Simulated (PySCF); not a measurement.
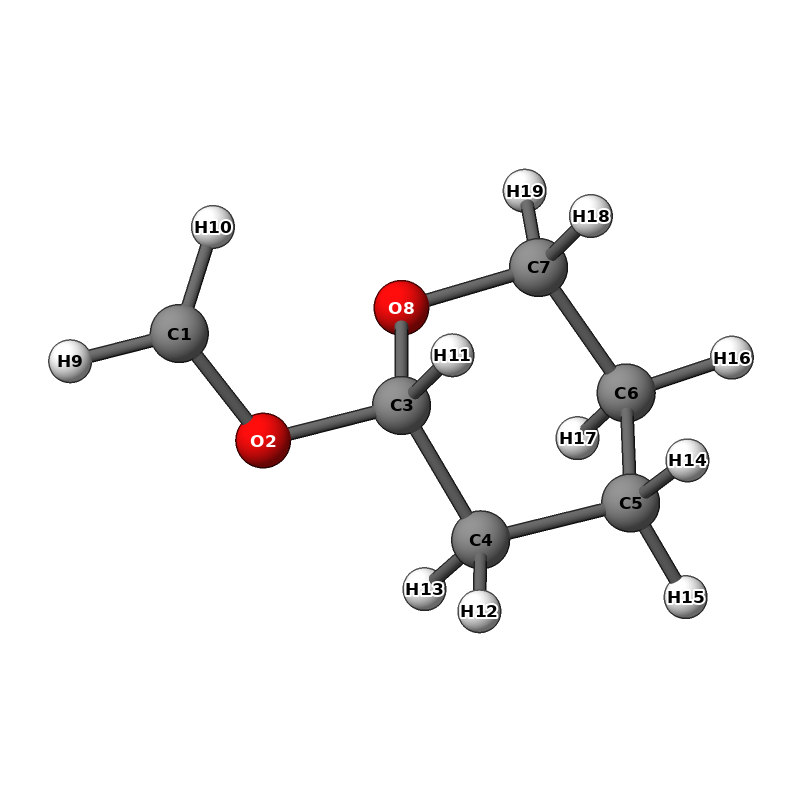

The questions are on Mulliken spin populations. Charge 0, doublet. Computed geometry: GFN2-xTB optimisation. No frequency run is at hand to confirm it as a minimum. Level of theory: UKS B3LYP, pcH-1 on C H O, non-relativistic (PySCF 2.14.0).

Give the Mulliken spin populations atom by atom.

```tsv
atom	value (e)
C1	0.95
O2	0.11
C3	−0.01
C4	0.00
C5	0.00
C6	0.00
C7	0.00
O8	0.01
H9	−0.04
H10	−0.03
H11	0.02
H12	0.00
H13	0.00
H14	0.00
H15	0.00
H16	0.00
H17	0.00
H18	0.00
H19	0.00
```

Mulliken values depend strongly on the basis set.
